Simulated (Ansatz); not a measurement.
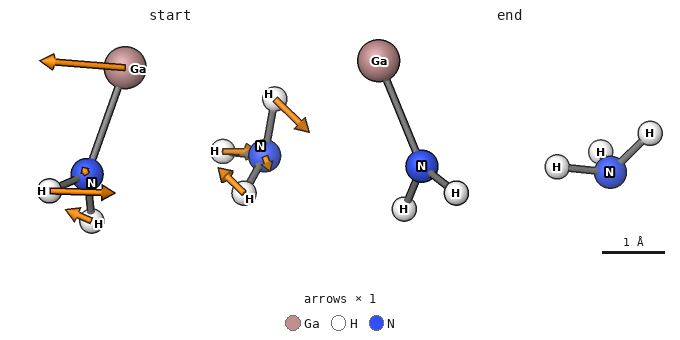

The structure of GaN₂H₅ before (left) and after (right) a relaxation, at one scale. The orange arrows give the displacements, at their true length.

The picture is a ball-and-stick view, seen at a tilt.

The run prepares an end point of a later path (reaction) calculation, from a guessed geometry.

The calculation used RHF/def2-SVP (Ansatz 0.2.0). Settings: no spin polarisation; force threshold 0.03 eV/Å; at most 50 steps.

**What changed between the two?**

The largest move after the best rigid fit is that of the Ga atom, 1.47 Å. Largest moves by element: Ga 1.47 Å, H 1.10 Å, N 0.29 Å. Near-neighbour distances that change, for instance: H–N 1.026 → 1.006 Å. Bond angles that change, for instance: H–N–H 109.7° → 107.1°, Ga–N–H 127.5° → 125.1°, Ga–N–H 122.8° → 124.9°. The energy falls by 3.06 kcal/mol in 21 accepted moves (24 points after the start). Largest force component: 0.97 eV/Å at the start, 0.028 eV/Å at the end. The line search rejected the trial steps at points 7, 10, 21 of the run. The forces were under the threshold at step 15, but the run went on from there.

Limits of the set-up: the start holds two separate molecules, 2.6 Å apart at their closest, whose relative position is a soft coordinate and is computed without a dispersion correction; Hartree-Fock leaves out electron correlation.
